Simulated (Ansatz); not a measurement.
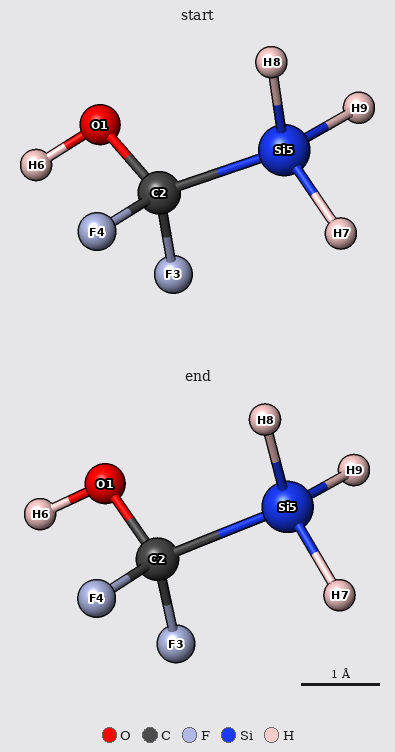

The structure of CH₄F₂OSi (coarse preliminary run) before (top) and after (bottom) a relaxation, at one scale.

A ball-and-stick model, seen at a tilt.

The start comes from a force field.

The calculation used RKS PBE-D4/def2-SVP (Ansatz 0.2.0).

Input
```yaml
crystal:
  periodic: [false, false, false]
  atoms:
    - {symbol: O, position_ang: [0.455500, 1.664100, -0.125500]}
    - {symbol: C, position_ang: [0.185600, 0.356800, -0.509400]}
    - {symbol: F, position_ang: [1.328300, -0.046000, -1.080900]}
    - {symbol: F, position_ang: [-0.626300, 0.424900, -1.539900]}
    - {symbol: Si, position_ang: [-0.370600, -0.871400, 0.737700]}
    - {symbol: H, position_ang: [0.687300, 2.122900, -0.979000]}
    - {symbol: H, position_ang: [-0.523100, -2.231300, 0.190800]}
    - {symbol: H, position_ang: [-1.645100, -0.478200, 1.361100]}
    - {symbol: H, position_ang: [0.596800, -0.988200, 1.928100]}
basis:
  gaussian: {orbitals: def2-SVP}
hamiltonian: {xc: pbe, dispersion: d4}
relax: {f_tol: 0.03, max_steps: 200}
```

Command:
```bash
ansatz run in.yaml --threads 4 --pin off --events-out ev --progress --plain --max-ram 10444MiB
```

Question: What changed between the two?

Answer: The energy falls by 0.561 eV in 4 accepted moves (5 points after the start). Largest force component: 3.2 eV/Å at the start, 0.012 eV/Å at the end. The line search rejected the trial step at point 3 of the run. The largest move after the best rigid fit is that of H6, 0.17 Å. Largest moves by element: H 0.17 Å, F 0.12 Å, O 0.10 Å, C 0.07 Å, Si 0.07 Å. Among the contacts that change: C2–Si5 1.837 → 1.937 Å, C2–F4 1.314 → 1.386 Å, C2–F3 1.340 → 1.387 Å, Si5–H9 1.538 → 1.500 Å. Bond angles that change, for instance: O1–C2–Si5 120.0° → 111.2°, H8–Si5–H9 103.7° → 110.8°, O1–C2–F3 103.6° → 110.4°.
